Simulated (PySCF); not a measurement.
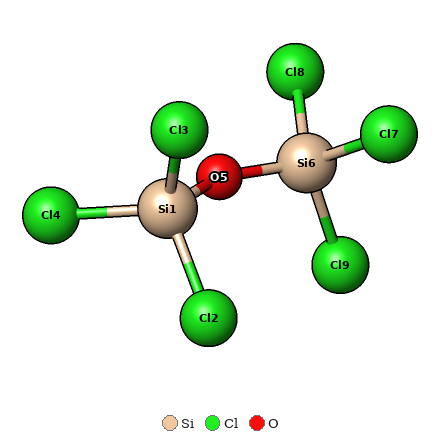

Si₂OCl₆. Vertical core-electron binding energies by ΔSCF (SCAN, pcX-2 on the ionised atom, pcseg-1 elsewhere, spin-free X2C; PySCF, at a PBE0-D3(BJ)/def2-SVP geometry (no frequency check)), gas phase, against the vacuum level. One atom of each kind was ionised; within a panel, areas follow the number of like atoms and 2j + 1 (2p levels are split by first-order spin-orbit coupling, an approximation), Gaussians of 1.0 eV full width. Only the regions named are shown. Lines closer than the width merge in the curve.

### Predict the Si 2p photoelectron lines.

| level | atoms | binding energy (eV) |
| --- | --- | --- |
| Si 2p1/2 | Si1, Si6 | 111.0 |
| Si 2p3/2 | Si1, Si6 | 110.4 |

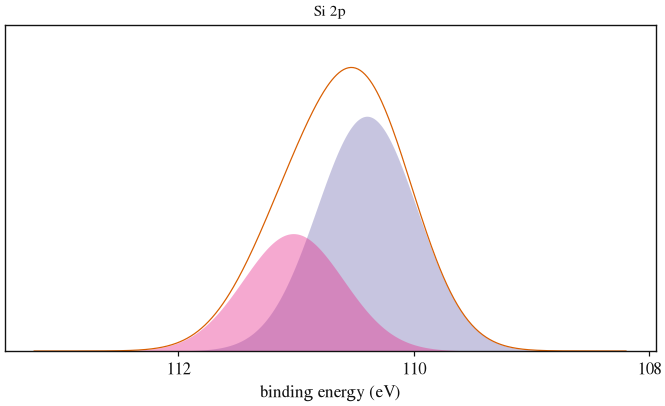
